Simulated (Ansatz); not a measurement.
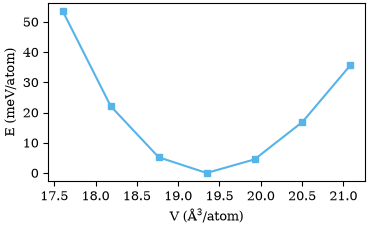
Figure. Ag (simple cubic, Pm-3m) under volume change, plane-wave PAW PBEsol (Ansatz code), scaled uniformly.

### Question
What does a third-order Birch–Murnaghan fit give for V₀, B₀ and B′?

### Answer
V₀ = 19.35 Å³/atom, B₀ = 88.5 GPa, B′ = 5.7.

The cell is a constructed one: a structure type filled with these elements; neither database checked (COD, Materials Project) lists it. It is not the phase usual at ambient conditions (space group No. 225). Symmetry was held in the PBEsol relaxation. At this level the phase is mechanically unstable. No spin polarisation was allowed.

Potentials: the later of the program's two PAW sets.
